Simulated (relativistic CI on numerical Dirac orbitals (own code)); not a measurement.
**Hg³⁺: one ion under different settings**

Aim: see what numerical and physical settings do to the SCF, the total energy and the lowest levels of Hg³⁺.

The numbers are computed with relativistic CI on numerical Dirac orbitals (own code) version 3 (Dirac-Coulomb-Breit CI, KLI orbitals optimised for each configuration, model QED (radiative potential, 1s self-energy scaled to tabulated hydrogen-like ionisation energies), numerical settings as typed), except any that are marked as measured or tabulated.

## Step 1: The system

```
ion            : Hg³⁺ (Hg IV)
nuclear charge : 80
electrons      : 77
isotope        : A = 202
```

## Step 2: A try

Settings of the run:

```ini
atom Hg  Z=80  charge=3  electrons=77
nucleus A=202  rms_radius_fm=5.4648
hamiltonian dirac-coulomb  breit=on  qed=on  c_scale=1
orbitals kli  potential=per-configuration
slater_scale 1
correlation none
mixing on
grid step=0.0125 r_max=64.9
scf mixing=0.4 start=green max_iterations=1 tolerance=2e-08 node_fill=0.05
configurations
  [Xe] 4f14 5d9
  [Xe] 4f14 5d8 6s
  [Xe] 4f14 5d8 6p
end
```

The run is started by

```console
$ python run_levels.py task.json out
```

The settings of every run stand in task.json; they run in order.

Results of the run (chosen fields of its result record, rounded):

```text
{
  "status": "not_converged",
  "warnings": ["SCF of 1s2 2s2 2p6 3s2 3p6 3d10 4s2 4p6 4d10 4f14 5s2 5p6 5d9 did not converge"],
  "scf_steps of the first configuration [iteration, E_Ha, residual, outer_eigenvalue_Ha]": [
    [1, -19584.71788, 3.94, -4.761]
  ]
}
```

Run time: 0.021 s. Hardware: 1 thread, shared host.

Cause: the run ended without a result. The SCF ran into its iteration limit before the residual met the tolerance. The input had iteration limit 1. The cure is to restore the usual settings of the SCF.

## Step 3: A try

Settings of the run:

```ini
atom Hg  Z=80  charge=4  electrons=76
nucleus A=202  rms_radius_fm=5.4648
hamiltonian dirac-coulomb  breit=on  qed=on  c_scale=1
orbitals kli  potential=per-configuration
slater_scale 1
correlation none
mixing on
grid step=0.0125 r_max=64.9
scf mixing=0.4 start=green max_iterations=73 tolerance=2e-08 node_fill=0.05
configurations
  [Xe] 4f14 5d9
  [Xe] 4f14 5d8 6s
  [Xe] 4f14 5d8 6p
end
```

Results of the run:

```text
{
  "status": "refused",
  "warnings": ["configuration [Xe] 4f14 5d9 has 77 electrons, the ion has 76"]
}
```

Wall time 0.00055 s (1 thread, shared host).

Diagnosis: the program refused the input. The electrons of a configuration don't add up to Z less the charge. The input had charge 4. The cure is to make charge and configurations agree.

## Step 4: The mended input

Settings of the run:

```ini
atom Hg  Z=80  charge=3  electrons=77
nucleus A=202  rms_radius_fm=5.4648
hamiltonian dirac-coulomb  breit=on  qed=on  c_scale=1
orbitals kli  potential=per-configuration
slater_scale 1
correlation none
mixing on
grid step=0.0125 r_max=64.9
scf mixing=0.4 start=green max_iterations=150 tolerance=2e-08 node_fill=0.05
configurations
  [Xe] 4f14 5d9
  [Xe] 4f14 5d8 6s
  [Xe] 4f14 5d8 6p
end
```

Results of the run:

```text
{
  "status": "converged",
  "levels [i, E_cm, J2, conf, term, w_term, w_jj]": [
    [0, 0, 5, "5d9", "2D", 0.9932, 0.9932],
    [1, 14891.944, 3, "5d9", "2D", 0.9899, 0.9899],
    [2, 59175.66, 9, "5d8 6s", "4F", 0.9687, 0.9206],
    [3, 66187.183, 7, "5d8 6s", "4F", 0.7386, 0.6998],
    [4, 71659.377, 5, "5d8 6s", "4F", 0.3764, 0.7721],
    [5, 73438.41, 3, "5d8 6s", "4F", 0.471, 0.7098],
    [6, 77215.406, 5, "5d8 6s", "4F", 0.5388, 0.7437],
    [7, 79761.209, 7, "5d8 6s", "2F", 0.7019, 0.738],
    [8, 85231.192, 3, "5d8 6s", "4P", 0.6619, 0.7514],
    [9, 85489.51, 1, "5d8 6s", "4P", 0.8807, 0.6025],
    [10, 88090.073, 5, "5d8 6s", "2F", 0.4798, 0.9881],
    [11, 92168.717, 3, "5d8 6s", "2P", 0.3095, 0.5584],
    [12, 95358.561, 9, "5d8 6s", "2G", 0.9687, 0.9206],
    [13, 96279.409, 7, "5d8 6s", "2G", 0.9247, 0.9618],
    "... 16 more rows left out ..."
  ],
  "total_energy [Ha]": -19608.488453,
  "n_levels_all": 63,
  "overlap": 1.43302e-11,
  "scf_iterations": [12, 13, 12],
  "orbital_energies [Ha]": {"1s": -3048.57, "2s": -540.94, "2p1/2": -519.045, "2p3/2": -447.657, "3s": -129.487, "3p1/2": -119.623, "3p3/2": -103.809, "3d3/2": -87.4812, "3d5/2": -84.0949, "4s": -29.748, "4p1/2": -25.5106, "4p3/2": -21.7014, "4d3/2": -14.7744, "4d5/2": -14.0637, "4f5/2": -5.14864, "4f7/2": -4.99524, "5s": -5.81409, "5p1/2": -4.41865, "5p3/2": -3.75161, "5d3/2": -1.85131, "5d5/2": -1.77633},
  "configurations [conf, odd, states, E_av_Ha, breit_Ha, qed_Ha]": [
    ["5d9", 0, 10, -19646.6425, 22.65, 15.54],
    ["5d8 6s", 0, 90, -19646.29265, 22.65, 15.54],
    ["5d8 6p", 1, 270, -19645.92872, 22.65, 15.54]
  ],
  "scf_steps of the first configuration [iteration, E_Ha, residual, outer_eigenvalue_Ha]": [
    [1, -19584.71788, 3.94, -4.761],
    [2, -19642.18254, 1.04, -2.476],
    [3, -19646.24355, 0.255, -1.802],
    [4, -19646.57818, 0.169, -1.856],
    [5, -19646.63937, 0.0135, -1.765],
    [6, -19646.6417, 0.00282, -1.779],
    [7, -19646.64309, 0.00539, -1.779],
    [8, -19646.64233, 0.00125, -1.776],
    [9, -19646.64249, 0.000134, -1.776],
    [10, -19646.6425, 2.67e-06, -1.776],
    [11, -19646.6425, 6.36e-08, -1.776],
    [12, -19646.6425, 1.39e-08, -1.776]
  ]
}
```

Wall time 0.54 s (1 thread, shared host).

## Step 5: Node fill 0

Changes to the settings of step 4:

```diff
@@ -8,3 +8,3 @@
 grid step=0.0125 r_max=64.9
-scf mixing=0.4 start=green max_iterations=150 tolerance=2e-08 node_fill=0.05
+scf mixing=0.4 start=green max_iterations=150 tolerance=2e-08 node_fill=0
 configurations
```

Results of the run:

```text
{
  "status": "converged",
  "levels [i, E_cm, J2, conf, term, w_term]": [
    [0, 0, 5, "5d9", "2D", 0.9932],
    [1, 14740.033, 3, "5d9", "2D", 0.9899],
    [2, 59159.697, 9, "5d8 6s", "4F", 0.9691],
    [3, 66137.498, 7, "5d8 6s", "4F", 0.7429],
    [4, 71631.569, 5, "5d8 6s", "4F", 0.3901],
    [5, 73390.461, 3, "5d8 6s", "4F", 0.478],
    [6, 77097.265, 5, "5d8 6s", "4F", 0.5261],
    [7, 79644.399, 7, "5d8 6s", "2F", 0.7064],
    "... 22 more rows left out ..."
  ],
  "total_energy [Ha]": -19608.477473,
  "n_levels_all": 63,
  "overlap": 1.46277e-11,
  "scf_iterations": [12, 13, 12],
  "orbital_energies [Ha]": {"1s": -3049.2, "2s": -541.256, "2p1/2": -519.398, "2p3/2": -447.977, "3s": -129.622, "3p1/2": -119.767, "3p3/2": -103.942, "3d3/2": -87.6278, "3d5/2": -84.2364, "4s": -29.7952, "4p1/2": -25.5602, "4p3/2": -21.7472, "4d3/2": -14.8214, "4d5/2": -14.1093, "4f5/2": -5.18916, "4f7/2": -5.03505, "5s": -5.8315, "5p1/2": -4.43457, "5p3/2": -3.76455, "5d3/2": -1.86084, "5d5/2": -1.78536},
  "configurations [conf, odd, states, E_av_Ha, breit_Ha, qed_Ha]": [
    ["5d9", 0, 10, -19646.64498, 22.66, 15.54],
    ["5d8 6s", 0, 90, -19646.29535, 22.66, 15.54],
    ["5d8 6p", 1, 270, -19645.93123, 22.66, 15.54]
  ],
  "scf_steps of the first configuration [iteration, E_Ha, residual, outer_eigenvalue_Ha]": [
    [1, -19584.71788, 3.91, -4.761],
    [2, -19642.01227, 1.04, -2.485],
    [3, -19646.27397, 0.252, -1.811],
    [4, -19646.55112, 0.166, -1.865],
    [5, -19646.64395, 0.0134, -1.774],
    [6, -19646.64484, 0.00265, -1.788],
    [7, -19646.64491, 0.00532, -1.788],
    [8, -19646.64497, 0.00123, -1.785],
    [9, -19646.64498, 0.000143, -1.785],
    [10, -19646.64498, 2.82e-06, -1.785],
    [11, -19646.64498, 5.14e-08, -1.785],
    [12, -19646.64498, 1.32e-08, -1.785]
  ]
}
```

Run time: 0.54 s. Hardware: 1 thread, shared host.

## Step 6: Tolerance 1e-10, speed-of-light factor 1.25, grid step 0.008

Settings of the run:

```ini
atom Hg  Z=80  charge=3  electrons=77
nucleus A=202  rms_radius_fm=5.4648
hamiltonian dirac-coulomb  breit=on  qed=on  c_scale=1.25
orbitals kli  potential=per-configuration
slater_scale 1
correlation none
mixing on
grid step=0.008 r_max=64.9
scf mixing=0.4 start=green max_iterations=150 tolerance=1e-10 node_fill=0.05
configurations
  [Xe] 4f14 5d9
  [Xe] 4f14 5d8 6s
  [Xe] 4f14 5d8 6p
end
```

Results of the run:

```text
{
  "status": "converged",
  "levels [i, E_cm, J2, conf, term, w_term]": [
    [0, 0, 5, "5d9", "2D", 0.9969],
    [1, 9810.7246, 3, "5d9", "2D", 0.9962],
    [2, 79680.495, 9, "5d8 6s", "4F", 0.9822],
    [3, 84766.56, 7, "5d8 6s", "4F", 0.8447],
    [4, 89515.662, 5, "5d8 6s", "4F", 0.8417],
    [5, 91035.436, 3, "5d8 6s", "4F", 0.7174],
    [6, 94807.492, 5, "5d8 6s", "4P", 0.5037],
    [7, 95406.022, 7, "5d8 6s", "2F", 0.8217],
    "... 22 more rows left out ..."
  ],
  "total_energy [Ha]": -19119.826089,
  "n_levels_all": 63,
  "overlap": 6.83123e-13,
  "scf_iterations": [14, 16, 16],
  "orbital_energies [Ha]": {"1s": -2929.72, "2s": -508.616, "2p1/2": -488.503, "2p3/2": -446.823, "3s": -121.482, "3p1/2": -112.254, "3p3/2": -103.074, "3d3/2": -87.0474, "3d5/2": -84.8941, "4s": -27.7158, "4p1/2": -23.7329, "4p3/2": -21.5347, "4d3/2": -14.7077, "4d5/2": -14.2569, "4f5/2": -5.32573, "4f7/2": -5.22493, "5s": -5.41861, "5p1/2": -4.11822, "5p3/2": -3.73602, "5d3/2": -1.85493, "5d5/2": -1.80679},
  "configurations [conf, odd, states, E_av_Ha, breit_Ha, qed_Ha]": [
    ["5d9", 0, 10, -19145.51312, 13.92, 11.79],
    ["5d8 6s", 0, 90, -19145.07864, 13.92, 11.79],
    ["5d8 6p", 1, 270, -19144.76182, 13.92, 11.79]
  ],
  "scf_steps of the first configuration [iteration, E_Ha, residual, outer_eigenvalue_Ha]": [
    [1, -19092.90914, 3.74, -4.705],
    [2, -19141.86845, 1.01, -2.506],
    [3, -19145.22753, 0.212, -1.834],
    [4, -19145.47448, 0.139, -1.881],
    [5, -19145.5095, 0.0181, -1.794],
    [6, -19145.51276, 0.00214, -1.81],
    [7, -19145.51371, 0.00568, -1.81],
    [8, -19145.51302, 0.000808, -1.807],
    [9, -19145.51311, 0.000114, -1.807],
    [10, -19145.51312, 4.8e-06, -1.807],
    [11, -19145.51312, 2.58e-08, -1.807],
    [12, -19145.51312, 1.07e-08, -1.807],
    [13, -19145.51312, 1.03e-10, -1.807],
    [14, -19145.51312, 7.53e-11, -1.807]
  ]
}
```

Run time: 0.91 s. Hardware: 1 thread, shared host.

A changed speed of light describes a fictitious ion. The QED potentials keep the true α.

## Step 7: End of the grid 45.43, iteration limit 20

Settings of the run:

```ini
atom Hg  Z=80  charge=3  electrons=77
nucleus A=202  rms_radius_fm=5.4648
hamiltonian dirac-coulomb  breit=on  qed=on  c_scale=1
orbitals kli  potential=per-configuration
slater_scale 1
correlation none
mixing on
grid step=0.0125 r_max=45.43
scf mixing=0.4 start=green max_iterations=20 tolerance=2e-08 node_fill=0.05
configurations
  [Xe] 4f14 5d9
  [Xe] 4f14 5d8 6s
  [Xe] 4f14 5d8 6p
end
```

Results of the run:

```text
{
  "status": "converged",
  "levels [i, E_cm, J2, conf, term, w_term]": [
    [0, 0, 5, "5d9", "2D", 0.9932],
    [1, 14891.944, 3, "5d9", "2D", 0.9899],
    [2, 59175.66, 9, "5d8 6s", "4F", 0.9687],
    [3, 66187.183, 7, "5d8 6s", "4F", 0.7386],
    [4, 71659.377, 5, "5d8 6s", "4F", 0.3764],
    [5, 73438.41, 3, "5d8 6s", "4F", 0.471],
    [6, 77215.406, 5, "5d8 6s", "4F", 0.5388],
    [7, 79761.209, 7, "5d8 6s", "2F", 0.7019],
    "... 22 more rows left out ..."
  ],
  "total_energy [Ha]": -19608.488453,
  "n_levels_all": 63,
  "overlap": 1.43296e-11,
  "scf_iterations": [12, 13, 12],
  "orbital_energies [Ha]": {"1s": -3048.57, "2s": -540.94, "2p1/2": -519.045, "2p3/2": -447.657, "3s": -129.487, "3p1/2": -119.623, "3p3/2": -103.809, "3d3/2": -87.4812, "3d5/2": -84.0949, "4s": -29.748, "4p1/2": -25.5106, "4p3/2": -21.7014, "4d3/2": -14.7744, "4d5/2": -14.0637, "4f5/2": -5.14864, "4f7/2": -4.99524, "5s": -5.81409, "5p1/2": -4.41865, "5p3/2": -3.75161, "5d3/2": -1.85131, "5d5/2": -1.77633},
  "configurations [conf, odd, states, E_av_Ha, breit_Ha, qed_Ha]": [
    ["5d9", 0, 10, -19646.6425, 22.65, 15.54],
    ["5d8 6s", 0, 90, -19646.29265, 22.65, 15.54],
    ["5d8 6p", 1, 270, -19645.92872, 22.65, 15.54]
  ],
  "scf_steps of the first configuration [iteration, E_Ha, residual, outer_eigenvalue_Ha]": [
    [1, -19584.71788, 3.94, -4.761],
    [2, -19642.18254, 1.04, -2.476],
    [3, -19646.24355, 0.255, -1.802],
    [4, -19646.57818, 0.169, -1.856],
    [5, -19646.63937, 0.0135, -1.765],
    [6, -19646.6417, 0.00282, -1.779],
    [7, -19646.64309, 0.00539, -1.779],
    [8, -19646.64233, 0.00125, -1.776],
    [9, -19646.64249, 0.000134, -1.776],
    [10, -19646.6425, 2.66e-06, -1.776],
    [11, -19646.6425, 6.36e-08, -1.776],
    [12, -19646.6425, 1.39e-08, -1.776]
  ]
}
```

Wall time 0.54 s (1 thread, shared host).

## Step 8: QED terms off

Settings of the run:

```ini
atom Hg  Z=80  charge=3  electrons=77
nucleus A=202  rms_radius_fm=5.4648
hamiltonian dirac-coulomb  breit=on  qed=off  c_scale=1
orbitals kli  potential=per-configuration
slater_scale 1
correlation none
mixing on
grid step=0.0125 r_max=64.9
scf mixing=0.4 start=green max_iterations=150 tolerance=2e-08 node_fill=0.05
configurations
  [Xe] 4f14 5d9
  [Xe] 4f14 5d8 6s
  [Xe] 4f14 5d8 6p
end
```

Results of the run:

```text
{
  "status": "converged",
  "levels [i, E_cm, J2, conf, term, w_term]": [
    [0, 0, 5, "5d9", "2D", 0.9931],
    [1, 14851.541, 3, "5d9", "2D", 0.9897],
    [2, 58765.501, 9, "5d8 6s", "4F", 0.9688],
    [3, 65767.961, 7, "5d8 6s", "4F", 0.7398],
    [4, 71243.112, 5, "5d8 6s", "4F", 0.3796],
    [5, 73018.631, 3, "5d8 6s", "4F", 0.4727],
    [6, 76774.87, 5, "5d8 6s", "4F", 0.5359],
    [7, 79324.103, 7, "5d8 6s", "2F", 0.7031],
    "... 22 more rows left out ..."
  ],
  "total_energy [Ha]": -19624.026674,
  "n_levels_all": 63,
  "overlap": 1.43302e-11,
  "scf_iterations": [12, 13, 12],
  "orbital_energies [Ha]": {"1s": -3048.57, "2s": -540.94, "2p1/2": -519.045, "2p3/2": -447.657, "3s": -129.487, "3p1/2": -119.623, "3p3/2": -103.809, "3d3/2": -87.4812, "3d5/2": -84.0949, "4s": -29.748, "4p1/2": -25.5106, "4p3/2": -21.7014, "4d3/2": -14.7744, "4d5/2": -14.0637, "4f5/2": -5.14864, "4f7/2": -4.99524, "5s": -5.81409, "5p1/2": -4.41865, "5p3/2": -3.75161, "5d3/2": -1.85131, "5d5/2": -1.77633},
  "configurations [conf, odd, states, E_av_Ha, breit_Ha, qed_Ha]": [
    ["5d9", 0, 10, -19646.6425, 22.65, 0],
    ["5d8 6s", 0, 90, -19646.29265, 22.65, 0],
    ["5d8 6p", 1, 270, -19645.92872, 22.65, 0]
  ],
  "scf_steps of the first configuration [iteration, E_Ha, residual, outer_eigenvalue_Ha]": [
    [1, -19584.71788, 3.94, -4.761],
    [2, -19642.18254, 1.04, -2.476],
    [3, -19646.24355, 0.255, -1.802],
    [4, -19646.57818, 0.169, -1.856],
    [5, -19646.63937, 0.0135, -1.765],
    [6, -19646.6417, 0.00282, -1.779],
    [7, -19646.64309, 0.00539, -1.779],
    [8, -19646.64233, 0.00125, -1.776],
    [9, -19646.64249, 0.000134, -1.776],
    [10, -19646.6425, 2.67e-06, -1.776],
    [11, -19646.6425, 6.36e-08, -1.776],
    [12, -19646.6425, 1.39e-08, -1.776]
  ]
}
```

It took 0.49 s on 1 thread, shared host.

## Step 9: The runs side by side

| setting | total energy less usual (Ha) | largest shift of a level among the lowest eight of both runs, same label and place (cm⁻¹) | SCF iterations | time | lowest level | kind of change |
| --- | --- | --- | --- | --- | --- | --- |
| usual | 0 | 0 | 37 | 0.54 s | 5d9 2D5/2 | - |
| node fill 0 | 0.011 | 152 | 37 | 0.54 s | 5d9 2D5/2 | numerical |
| tolerance 1e-10, speed-of-light factor 1.25, grid step 0.008 | 489 | 20500 | 46 | 0.91 s | 5d9 2D5/2 | unphysical constant |
| end of the grid 45.43, iteration limit 20 | 0 | 0 | 37 | 0.54 s | 5d9 2D5/2 | numerical |
| QED terms off | -15.5 | 441 | 37 | 0.49 s | 5d9 2D5/2 | model term |

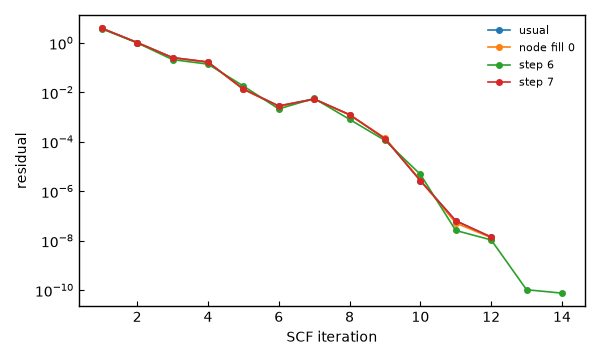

Residual of the first configuration's SCF.

## Step 10: Outcome

| quantity | value |
| --- | --- |
| lowest level, usual settings | 5d9 2D5/2 |
| total energy | -19608.4885 Ha |
| first excitation | 14891.9 cm⁻¹ |
| runs without a result | 2 |

Among the runs whose levels can be followed, they move most under «tolerance 1e-10, speed-of-light factor 1.25, grid step 0.008» (unphysical constant), by up to 20500 cm⁻¹. No visible change in the result comes from «end of the grid 45.43, iteration limit 20». Only the listed configurations are in the model. Near neutrality, missing correlation can shift configurations against each other by thousands of cm⁻¹.
